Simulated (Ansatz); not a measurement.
## Geometry relaxation, with input and output: SiH3ClF

- system: SiH3ClF, multiplicity 2
- method: UKS BHLYP-D4/def2-SVP (Ansatz 0.2.0)

It belongs to a series of runs on one base structure; here: end point A relaxed. Figures and captions count atoms from 1; the log counts them from 0 in places.

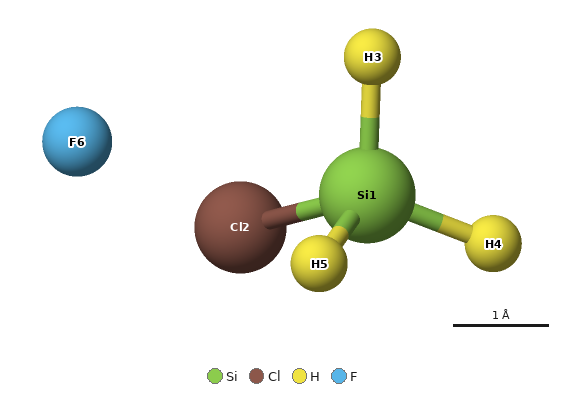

*The structure as given in the input (ball-and-stick view, seen at an oblique angle; atoms are numbered from 1 in the order of the input).*

**Input**
```yaml
crystal:
  periodic: [false, false, false]
  atoms:
    - { symbol: Si, position_ang: [-0.037732, 0.0, -0.043142] }
    - { symbol: Cl, position_ang: [-0.462882, 0.0, 2.02217] }
    - { symbol: H, position_ang: [1.42854, 0.0, -0.212487] }
    - { symbol: H, position_ang: [-0.633239, 1.213353, -0.632259] }
    - { symbol: H, position_ang: [-0.633239, -1.213352, -0.632259] }
    - { symbol: F, position_ang: [0.339952, 0.0, 4.599378] }
magnetization:
  spin_polarized: true
  initial_magnetization: 1
basis:
  gaussian: { orbitals: def2-SVP }
hamiltonian:
  xc: { name: BHLYP }
  dispersion: d4
relax:
  f_tol: 0.03
  max_steps: 50
output:
  orbitals: {}
```

Run as:
```bash
ansatz run input.yaml --threads 1 --pin off --max-ram 2048MiB --backend cpu --events-out ev --progress --plain --runs-dir out
```

**Output**
```
The last accepted step is kept in [file] (removed where the run ends without a failure and the disk answers)
Engine: ansatz 0.2.0, aarch64-unknown-linux-gnu
Functional definition: BHLYP
  parameter a = 0.5
  exchange = (1 - a)*b88_x + a*exact_x
  correlation = lyp_c
649 factors; integrals over basis functions are off by at most 1.5e-4 eV
mean field evaluation 1: about -23145.1013 eV, gradient 3.4e1 eV
mean field evaluation 2: about -22802.1337 eV, gradient 1.2e2 eV
mean field evaluation 4: about -23147.1614 eV, gradient 2.3e1 eV
mean field evaluation 8: about -23154.4098 eV, gradient 8.0e-1 eV
mean field evaluation 16: about -23154.4300 eV, gradient 4.8e-2 eV
mean field evaluation 32: about -23154.3859 eV, gradient 1.5e-1 eV
mean field -23154.43399131 eV, -850.9097545415 hartree, gradient 5.9e-6 eV, S^2 0.751645; 3 other end points of the search recorded, 0 dependent functions left out
the calculation of the forces begins
reference -23154.43413002 eV, -850.9097596390 hartree; 22, 21 occupied and 43, 44 virtual orbitals, 649 factors
relax step   1: F+E_penalty+E_count = -23154.54264953 eV  Δ(F+E_penalty+E_count) = +0.000e0 eV  max|allowed force component| = 6.525e-1 eV/Å  Δτ_max = 0.0000 Å  (113 SCF iters, accepted)
these checks for a lower state are left out or cut short: starts, cluster_reference, orbital_swaps, neighbouring_geometries, increment
649 factors; integrals over basis functions are off by at most 1.5e-4 eV
mean field -23154.44807278 eV, -850.9102720262 hartree, gradient 3.0e-7 eV, S^2 0.751637; 0 other end points of the search recorded, 0 dependent functions left out
[... from here on the field's lines of each further geometry are left out, up to the last ...]
relax step   2: F+E_penalty+E_count = -23154.55716014 eV  Δ(F+E_penalty+E_count) = -1.451e-2 eV  max|allowed force component| = 1.525e-1 eV/Å  Δτ_max = 0.0367 Å  (101 SCF iters, accepted)
relax step   3: F+E_penalty+E_count = -23154.56127619 eV  Δ(F+E_penalty+E_count) = -4.116e-3 eV  max|allowed force component| = 1.209e-1 eV/Å  Δτ_max = 0.0474 Å  (103 SCF iters, accepted)
relax step   4: F+E_penalty+E_count = -23154.57400326 eV  Δ(F+E_penalty+E_count) = -1.273e-2 eV  max|allowed force component| = 3.131e-1 eV/Å  Δτ_max = 0.1890 Å  (105 SCF iters, accepted)
relax step   5: F+E_penalty+E_count = -23154.58424011 eV  Δ(F+E_penalty+E_count) = -1.024e-2 eV  max|allowed force component| = 2.749e-1 eV/Å  Δτ_max = 0.1971 Å  (103 SCF iters, accepted)
relax step   6: F+E_penalty+E_count = -23154.59172891 eV  Δ(F+E_penalty+E_count) = -7.489e-3 eV  max|allowed force component| = 3.111e-1 eV/Å  Δτ_max = 0.1950 Å  (104 SCF iters, accepted)
relax step   7: F+E_penalty+E_count = -23154.60326330 eV  Δ(F+E_penalty+E_count) = -1.153e-2 eV  max|allowed force component| = 8.906e-2 eV/Å  Δτ_max = 0.0473 Å  (98 SCF iters, accepted)
relax step   8: F+E_penalty+E_count = -23154.62095622 eV  Δ(F+E_penalty+E_count) = -1.769e-2 eV  max|allowed force component| = 1.120e-1 eV/Å  Δτ_max = 0.1947 Å  (60 SCF iters, accepted)
relax step   9: F+E_penalty+E_count = -23154.63813760 eV  Δ(F+E_penalty+E_count) = -1.718e-2 eV  max|allowed force component| = 5.093e-2 eV/Å  Δτ_max = 0.1943 Å  (52 SCF iters, accepted)
relax step  10: F+E_penalty+E_count = -23154.65153531 eV  Δ(F+E_penalty+E_count) = -1.340e-2 eV  max|allowed force component| = 8.509e-2 eV/Å  Δτ_max = 0.1960 Å  (56 SCF iters, accepted)
relax step  11: F+E_penalty+E_count = -23154.65225438 eV  Δ(F+E_penalty+E_count) = -7.191e-4 eV  max|allowed force component| = 8.660e-2 eV/Å  Δτ_max = 0.1947 Å  (61 SCF iters, accepted)
the calculation of the forces begins
reference -23154.53257951 eV, -850.9133775911 hartree; 22, 21 occupied and 43, 44 virtual orbitals, 651 factors
relax step  12: F+E_penalty+E_count = -23154.65497731 eV  Δ(F+E_penalty+E_count) = -2.723e-3 eV  max|allowed force component| = 2.945e-2 eV/Å  Δτ_max = 0.0631 Å  (54 SCF iters, accepted)
651 factors; integrals over basis functions are off by at most 1.4e-4 eV
mean field evaluation 224: about -23154.5314 eV, gradient 5.0e-2 eV
```

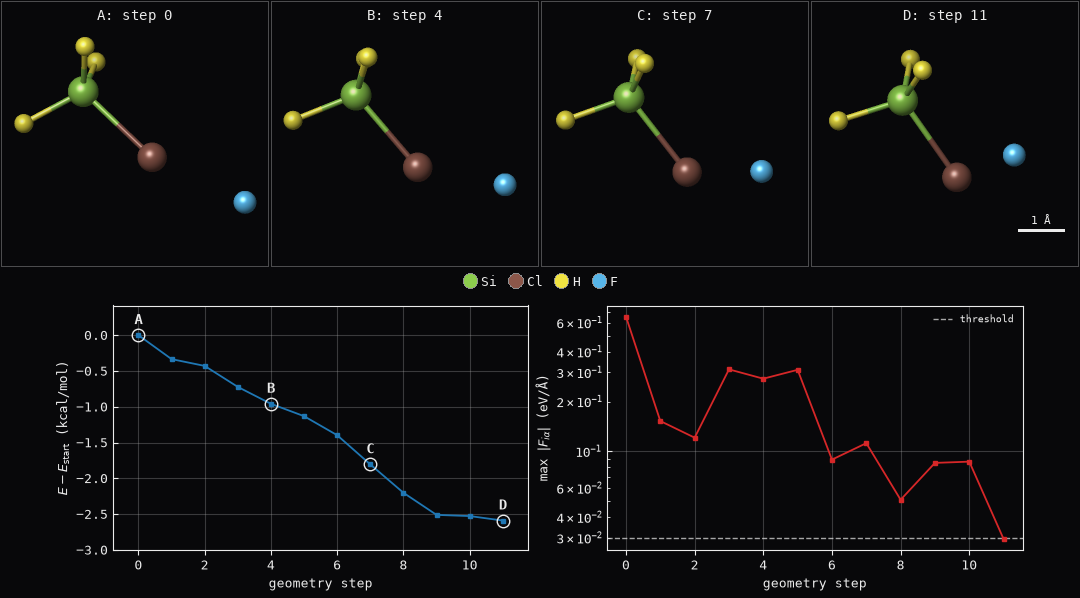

*Frames of the relaxation (ball-and-stick view, seen at a tilt) above the curves, on which the letters mark them (the first geometry is step 0 here and step 1 in the log).*

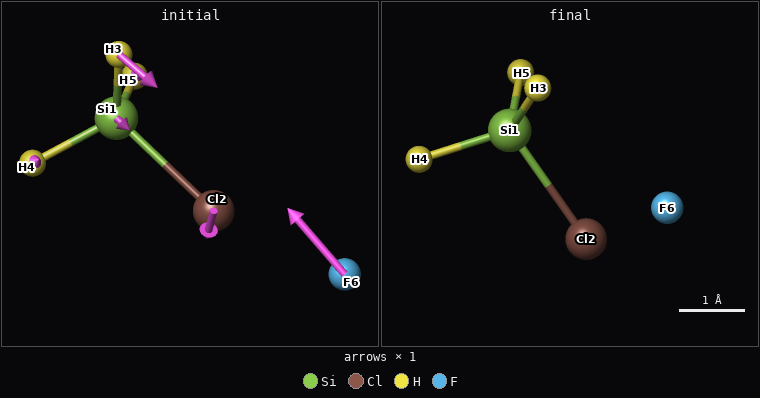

*Before (left) and after (right) the relaxation, at one scale (ball-and-stick view, seen at a tilt). The pink arrows give the displacements, at true length.*

The atom that moves furthest after the best rigid fit is F6 (1.36 Å). Largest moves by element: F 1.36 Å, H 0.82 Å, Cl 0.76 Å, Si 0.28 Å. Distances before and after: Si1–Cl2 2.109 → 2.081 Å, Si1–H3 1.476 → 1.471 Å. Over 11 geometry steps the energy falls by 2.59 kcal/mol. The largest force component goes from 0.65 to 0.029 eV/Å. (Atoms are counted from 1 in the order of the input.)

```
mean field -23154.53244373 eV, -850.9133726012 hartree, gradient 1.3e-5 eV, S^2 0.752717; 4 other end points of the search recorded, 0 dependent functions left out
the calculation of the forces begins
reference -23154.53257951 eV, -850.9133775911 hartree; 22, 21 occupied and 43, 44 virtual orbitals, 651 factors
Total energy: -23154.65511309 eV, -850.9178806173 hartree
Atom 0 at    -0.080614     0.000001     0.236101 Å, force    -0.018201     0.000000    -0.029445 eV/Å
Atom 1 at    -1.236916    -0.000000     1.966237 Å, force     0.009206    -0.000000     0.009117 eV/Å
Atom 2 at     1.339539     0.000000     0.618509 Å, force     0.007993    -0.000000     0.007669 eV/Å
Atom 3 at    -0.421201     1.210375    -0.534441 Å, force     0.002221    -0.001573     0.002759 eV/Å
Atom 4 at    -0.421202    -1.210374    -0.534440 Å, force     0.002221     0.001573     0.002759 eV/Å
Atom 5 at     0.821794    -0.000000     3.349436 Å, force    -0.003439    -0.000000     0.007142 eV/Å
Dipole moment:     0.076467     0.000000    -0.401386 e Å
```

**Trajectory as extended XYZ (Å, eV, eV/Å), 12 frames, from step=1 to step=12**
```
6
Properties=species:S:1:pos:R:3:forces:R:3 step=1 energy=-23154.54265
Si   -0.0377    0.0000   -0.0431   -0.0608   0.0000   0.6525
Cl   -0.4629    0.0000    2.0222    0.0613   0.0000  -0.6354
H     1.4285    0.0000   -0.2125   -0.0380   0.0000  -0.0101
H    -0.6332    1.2134   -0.6323    0.0047  -0.0051  -0.0025
H    -0.6332   -1.2134   -0.6323    0.0047   0.0051  -0.0025
F     0.3400    0.0000    4.5994    0.0281   0.0000  -0.0020
6
Properties=species:S:1:pos:R:3:forces:R:3 step=2 energy=-23154.55716
Si   -0.0372    0.0000   -0.0263   -0.0334   0.0000   0.1525
Cl   -0.4905    0.0000    2.0003   -0.0118   0.0000  -0.0967
H     1.4279    0.0000   -0.1948   -0.0004   0.0000   0.0087
H    -0.6275    1.2124   -0.6222    0.0091   0.0034  -0.0303
H    -0.6275   -1.2124   -0.6222    0.0091  -0.0034  -0.0303
F     0.3563    0.0000    4.5665    0.0274   0.0000  -0.0038
6
Properties=species:S:1:pos:R:3:forces:R:3 step=3 energy=-23154.56128
Si   -0.0469    0.0000   -0.0107    0.0561   0.0000  -0.1209
Cl   -0.5354    0.0000    1.9965   -0.0717   0.0000   0.0719
H     1.4211    0.0000   -0.1525    0.0079   0.0000   0.0266
H    -0.6157    1.2094   -0.6349   -0.0088   0.0053   0.0161
H    -0.6157   -1.2094   -0.6349   -0.0088  -0.0053   0.0161
F     0.3939    0.0000    4.5377    0.0254   0.0000  -0.0098
6
Properties=species:S:1:pos:R:3:forces:R:3 step=4 energy=-23154.57400
Si   -0.0595    0.0000    0.0248    0.0594   0.0000  -0.3131
Cl   -0.7235    0.0000    1.9782   -0.0339   0.0000   0.1483
H     1.4200    0.0000   -0.0101   -0.0967   0.0000   0.0758
H    -0.5815    1.2075   -0.6518    0.0332  -0.0407   0.0687
H    -0.5815   -1.2075   -0.6518    0.0332   0.0407   0.0687
F     0.5272    0.0000    4.4122    0.0048   0.0000  -0.0484
6
Properties=species:S:1:pos:R:3:forces:R:3 step=5 energy=-23154.58424
Si   -0.0832    0.0000    0.0439    0.2431   0.0000  -0.0029
Cl   -0.8846    0.0000    1.9568   -0.0114   0.0000  -0.0034
H     1.4011    0.0000    0.1654   -0.2749   0.0000  -0.0509
H    -0.5442    1.2171   -0.6640    0.0324  -0.1109   0.0675
H    -0.5442   -1.2171   -0.6640    0.0324   0.1109   0.0675
F     0.6565    0.0000    4.2634   -0.0217   0.0000  -0.0778
6
Properties=species:S:1:pos:R:3:forces:R:3 step=6 energy=-23154.59173
Si   -0.0877    0.0000    0.0916    0.1172   0.0000  -0.0339
Cl   -1.0402    0.0000    1.9434    0.1629   0.0000  -0.1242
H     1.3902    0.0000    0.2827   -0.3111   0.0000   0.0331
H    -0.5066    1.2098   -0.6550    0.0392  -0.0859   0.1103
H    -0.5066   -1.2098   -0.6550    0.0392   0.0859   0.1103
F     0.7523    0.0000    4.0935   -0.0473   0.0000  -0.0957
6
Properties=species:S:1:pos:R:3:forces:R:3 step=7 energy=-23154.60326
Si   -0.0816    0.0000    0.0912   -0.0012   0.0000   0.0181
Cl   -1.0064    0.0000    1.9462    0.0330   0.0000   0.0636
H     1.3803    0.0000    0.2775    0.0084   0.0000   0.0313
H    -0.5068    1.2099   -0.6351   -0.0023   0.0178  -0.0120
H    -0.5068   -1.2099   -0.6351   -0.0023  -0.0178  -0.0120
F     0.7227    0.0000    4.0567   -0.0355   0.0000  -0.0891
6
Properties=species:S:1:pos:R:3:forces:R:3 step=8 energy=-23154.62096
Si   -0.0830    0.0000    0.1279   -0.0134   0.0000   0.0465
Cl   -1.0563    0.0000    1.9580   -0.0309   0.0000   0.0711
H     1.3649    0.0000    0.3722    0.1120   0.0000   0.0192
H    -0.4832    1.2090   -0.6099   -0.0219   0.0467  -0.0278
H    -0.4832   -1.2090   -0.6098   -0.0219  -0.0467  -0.0278
F     0.7422    0.0000    3.8630   -0.0239   0.0000  -0.0811
6
Properties=species:S:1:pos:R:3:forces:R:3 step=9 energy=-23154.63814
Si   -0.0741    0.0000    0.1695   -0.0450   0.0000   0.0058
Cl   -1.1061    0.0000    1.9721   -0.0222   0.0000   0.0234
H     1.3712    0.0000    0.4435    0.0337   0.0000   0.0382
H    -0.4674    1.2086   -0.5762    0.0107   0.0223  -0.0082
H    -0.4674   -1.2086   -0.5762    0.0107  -0.0223  -0.0082
F     0.7451    0.0000    3.6687    0.0121   0.0000  -0.0509
6
Properties=species:S:1:pos:R:3:forces:R:3 step=10 energy=-23154.65154
Si   -0.0824    0.0000    0.2066    0.0328   0.0000   0.0786
Cl   -1.1930    0.0000    1.9714    0.0450   0.0000  -0.0851
H     1.3516    0.0000    0.5580   -0.0819   0.0000  -0.0085
H    -0.4374    1.2124   -0.5576    0.0044  -0.0319   0.0269
H    -0.4374   -1.2124   -0.5576    0.0044   0.0319   0.0269
F     0.8000    0.0000    3.4805   -0.0046   0.0000  -0.0388
6
Properties=species:S:1:pos:R:3:forces:R:3 step=11 energy=-23154.65225
Si   -0.0777    0.0000    0.2525   -0.0071   0.0000  -0.0866
Cl   -1.2491    0.0000    1.9730   -0.0029   0.0000   0.0011
H     1.3415    0.0000    0.6350    0.0062   0.0000   0.0252
H    -0.4147    1.2066   -0.5229   -0.0095   0.0320   0.0029
H    -0.4147   -1.2066   -0.5229   -0.0095  -0.0320   0.0029
F     0.8161    0.0000    3.2866    0.0228   0.0000   0.0544
6
Properties=species:S:1:pos:R:3:forces:R:3 step=12 energy=-23154.65498
Si   -0.0806    0.0000    0.2361   -0.0182   0.0000  -0.0294
Cl   -1.2369    0.0000    1.9662    0.0092   0.0000   0.0091
H     1.3395    0.0000    0.6185    0.0080   0.0000   0.0077
H    -0.4212    1.2104   -0.5344    0.0022  -0.0016   0.0028
H    -0.4212   -1.2104   -0.5344    0.0022   0.0016   0.0028
F     0.8218    0.0000    3.3494   -0.0034   0.0000   0.0071
```

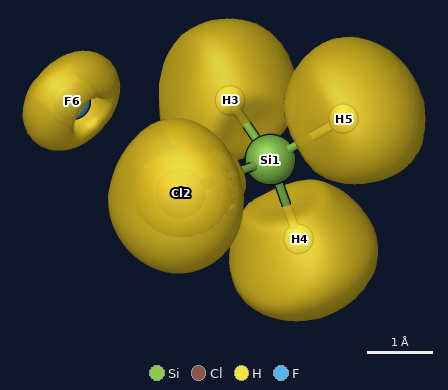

*Isosurface of the electron localisation function at 0.8 (yellow), seen at an oblique angle. Only the valence region is drawn (cores and ρ < 0.01 e/Å³ removed).*

Values along the shortest contacts: Cl2···F6 (2.48 Å): the ELF is only about 0.10 between them.

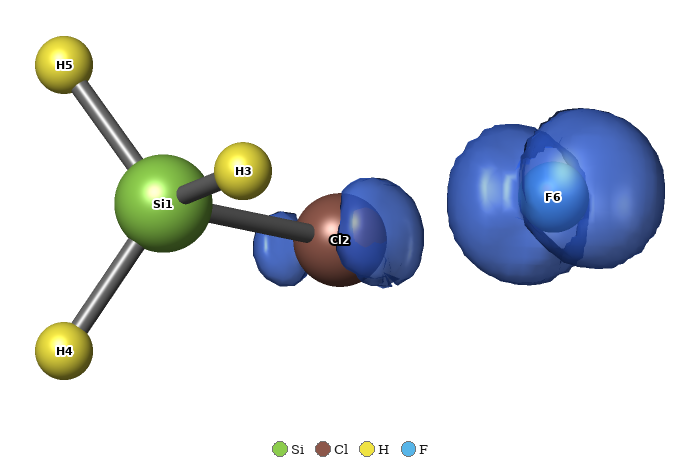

*Isosurface of the spin density at +0.06 e/Å³ (blue), seen from the side.*

The unpaired spin (1 electron) lies mostly on F6 (about 0.9) and Cl2 (about 0.1), in electrons by Hirshfeld's partition.

**Summary**

```json
{"quantity": "outcome", "value": "converged"}
{"quantity": "total energy", "value": "−23154.6551 eV"}
{"quantity": "mean-field energy", "value": "−23154.5326 eV"}
{"quantity": "⟨S²⟩", "value": "0.753"}
{"quantity": "largest force (length of the vector) at the end", "value": "0.035 eV/Å"}
{"quantity": "hardware", "value": "1 thread of Arm Neoverse V1, 24 GiB of memory available, shared host"}
{"quantity": "wall time", "value": "87 s"}
{"quantity": "peak memory", "value": "0.17 GiB"}
```
